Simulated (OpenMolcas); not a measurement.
**Multiconfigurational calculation: Ta³⁺ complex (part 2 of 2)**

Continued. System: Ta³⁺ with 6 ligands (H2O and Br; tetragonal octahedron, 2.16 Å), with no charges around it. Method: state-averaged CASSCF, active space 2 electrons in the shell 5d, basis ANO-RCC-VTZP on the metal and ANO-RCC-VDZP on the ligands, DKH2 scalar Hamiltonian, spin-orbit coupling by RASSI with atomic mean-field integrals (OpenMolcas).

### The program's output (extracts), continued
```
--- RASSI ---
SPIN-FREE ENERGIES:
  (Shifted by EMIN (a.u.) =     -21103.0801380916)

 SF State       Relative EMIN(au)   Rel lowest level(eV)    D:o, cm**(-1)

     1             0.0000000000        0.0000000000              0.0000
     2             0.0156806439        0.4266920588           3441.5035
     3             0.0170359946        0.4635730291           3738.9686
    11             0.0406795756        1.1069476452           8928.1349
    12             0.0413807545        1.1260276926           9082.0258
    13             0.0576308025        1.5682140277          12648.4991
    14             0.0578181988        1.5733133383          12689.6279
    15             0.0581103560        1.5812633415          12753.7490
     4             0.0994246981        2.7054838618          21821.1990
    16             0.1094818021        2.9791516052          24028.4782
     5             0.1144012106        3.1130155275          25108.1635
     6             0.1283286593        3.4920007136          28164.8852
    17             0.1414163305        3.8481343897          31037.2970
     7             0.1422197314        3.8699960426          31213.6231
    18             0.1501401275        4.0855209999          32951.9491
     8             0.1559621356        4.2439459121          34229.7322
     9             0.1600809224        4.3560238088          35133.7014
    19             0.1660343302        4.5180242901          36440.3234
    20             0.1688001418        4.5932858565          37047.3489
    21             0.1749037695        4.7593740278          38386.9403
    22             0.1850118820        5.0344297817          40605.4146
    10             0.2271033172        6.1797960808          49843.4168
    23             0.2630384938        7.1576420515          57730.2765
    24             0.2688119205        7.3147449968          58997.3972
    25             0.3269972197        8.8980476474          71767.5943
     Dipole printing threshold changed to   1.00000000E+00
Eigenvalues of complex Hamiltonian:
   -----------------------------------
  (Shifted by EMIN (a.u.) =     -21103.0801380916)

 SO State       Relative EMIN(au)   Rel lowest level(eV)    D:o, cm**(-1)

     1            -0.0058952212        0.0000000000              0.0000
     2            -0.0040703914        0.0496561485            400.5038
     3            -0.0038968544        0.0543783314            438.5908
     4             0.0060971321        0.3263285565           2632.0173
     5             0.0072591826        0.3579495633           2887.0579
     6             0.0161593225        0.6001347071           4840.4128
     7             0.0173645287        0.6329300368           5104.9250
     8             0.0209468229        0.7304092290           5891.1477
     9             0.0224026214        0.7700235232           6210.6586
    10             0.0400062896        1.2490437381          10074.2171
    11             0.0421844721        1.3083151037          10552.2730
    12             0.0558340217        1.6797382698          13548.0028
    13             0.0559235657        1.6821748870          13567.6555
    14             0.0576466367        1.7290620367          13945.8258
    15             0.0989698966        2.8535252230          23015.2331
    16             0.0994164109        2.8656754965          23113.2316
    17             0.0998481983        2.8774250310          23207.9980
    18             0.1078162280        3.0942461628          24956.7784
    19             0.1147620336        3.2832511619          26481.2065
    20             0.1151207101        3.2930112474          26559.9269
    21             0.1155858969        3.3056696268          26662.0236
    22             0.1272595988        3.6233272381          29224.1050
    23             0.1280430633        3.6446463913          29396.0556
    24             0.1282544843        3.6503994491          29442.4571
    25             0.1376982543        3.9073775231          31515.1251
    26             0.1409560086        3.9960255337          32230.1195
    27             0.1429953527        4.0515189149          32677.7038
    28             0.1463048063        4.1415737349          33404.0449
    29             0.1497457902        4.2352076755          34159.2536
    30             0.1533378202        4.3329517914          34947.6131
    31             0.1559298798        4.4034853258          35516.5044
    32             0.1561191677        4.4086361124          35558.0483
    33             0.1612596925        4.5485169203          36686.2631
    34             0.1614247335        4.5530079137          36722.4854
    35             0.1642647369        4.6302883429          37345.7941
    36             0.1676074342        4.7212477697          38079.4313
    37             0.1729541945        4.8667405292          39252.9096
    38             0.1767104597        4.9689537142          40077.3145
    39             0.1861203563        5.2250100441          42142.5481
    40             0.2298475890        6.4148886635          51739.5664
    41             0.2299491551        6.4176524177          51761.8575
Weights of the five most important spin-orbit-free states for each spin-orbit state.

 SO State  Total energy (au)           Spin-free states, spin, and weights
 -------------------------------------------------------------------------------------------------------
    1        -0.005895       1 1.0  0.8640    2 1.0  0.0571    3 1.0  0.0427   15 0.0  0.0185    4 1.0  0.0086
    2        -0.004070       1 1.0  0.8642    2 1.0  0.1116   13 0.0  0.0127    5 1.0  0.0051   17 0.0  0.0035
    3        -0.003897       1 1.0  0.8784    3 1.0  0.0969   14 0.0  0.0124    4 1.0  0.0073   20 0.0  0.0032
    4         0.006097       2 1.0  0.4836    3 1.0  0.4333   12 0.0  0.0619    6 1.0  0.0090    5 1.0  0.0044
    5         0.007259       2 1.0  0.5175    3 1.0  0.4138   11 0.0  0.0508    4 1.0  0.0080    5 1.0  0.0055
    6         0.016159       2 1.0  0.8653    1 1.0  0.1195   13 0.0  0.0056    6 1.0  0.0048    9 1.0  0.0016
    7         0.017365       3 1.0  0.8796    1 1.0  0.1043    6 1.0  0.0066   14 0.0  0.0062   18 0.0  0.0028
    8         0.020947       3 1.0  0.5468    2 1.0  0.4417    5 1.0  0.0050    4 1.0  0.0043   19 0.0  0.0010
    9         0.022403       3 1.0  0.4638    2 1.0  0.4075    1 1.0  0.0992   16 0.0  0.0193    5 1.0  0.0022
   10         0.040006      11 0.0  0.9186    2 1.0  0.0287    3 1.0  0.0285    4 1.0  0.0112    7 1.0  0.0056
   11         0.042184      12 0.0  0.9241    3 1.0  0.0363    2 1.0  0.0274    7 1.0  0.0058    8 1.0  0.0052
   12         0.055834      13 0.0  0.9403    5 1.0  0.0229    2 1.0  0.0137    6 1.0  0.0134    1 1.0  0.0080
```

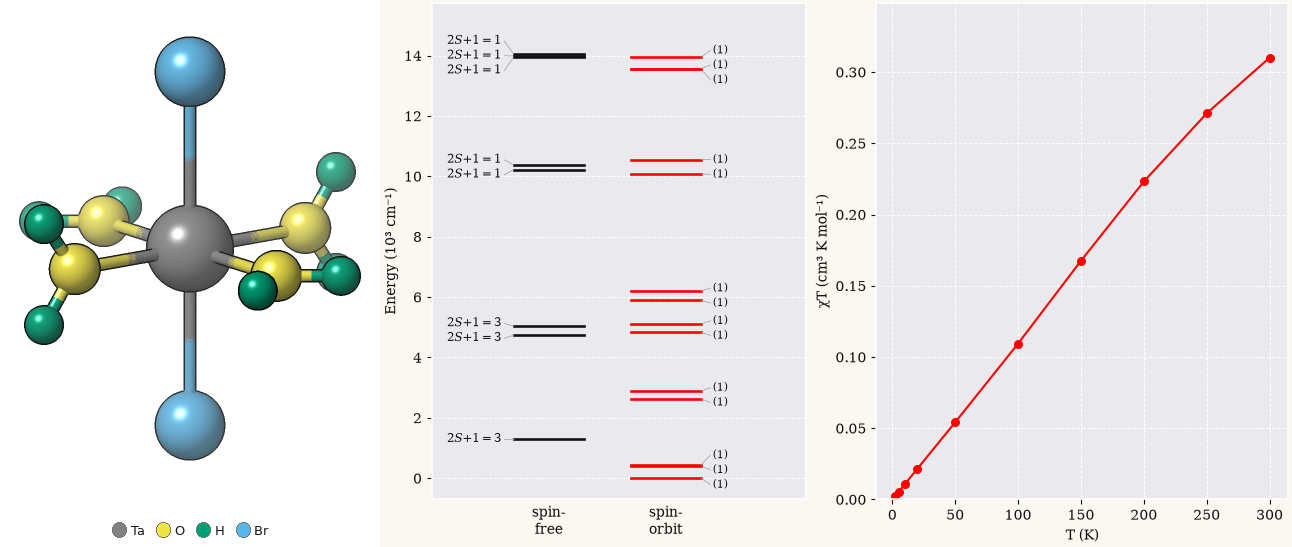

*Ta³⁺ (5d²) with 6 ligands, H₂O with axial Br⁻, at 2.16 Å (arrangement: tetragonal octahedron, Ci), axial distortion 1.264, and its levels and susceptibility. Labels give the representation in O, Td, D4 or D3 as the site allows (double group for half-integer spin) where it could be assigned and, in brackets, the degeneracy; spin-free states, where drawn, share the zero of the spin-orbit levels. Powder susceptibility by Van Vleck's formula.*

The ground level is non-degenerate, 98 % from states of spin multiplicity 3. The next level lies at 401 cm⁻¹. χT is close to 0 cm³ K mol⁻¹ at 2 K and 0.310 at 300 K, an effective moment of 1.58 μB. The active orbitals hold 76 to 90 % metal character (Löwdin), and the Mulliken charge of the metal is +1.90.

### Summary

| quantity | value |
| --- | --- |
| outcome | converged |
| energy of the lowest spin-free term | −21103.08014 hartree |
| energy of the lowest spin-orbit level | −21103.08603 hartree |
| largest spread among components of a term | 0.0 cm⁻¹ |
| wall time | 3.1 min |
| peak memory | 0.65 GiB |

### Remarks

Without dynamic correlation the splittings between terms come out too large, often by 20 to 50 %. To bear in mind: covalent bonds, ligand orbitals missing from the active space; distances are set from ionic radii, not optimised.
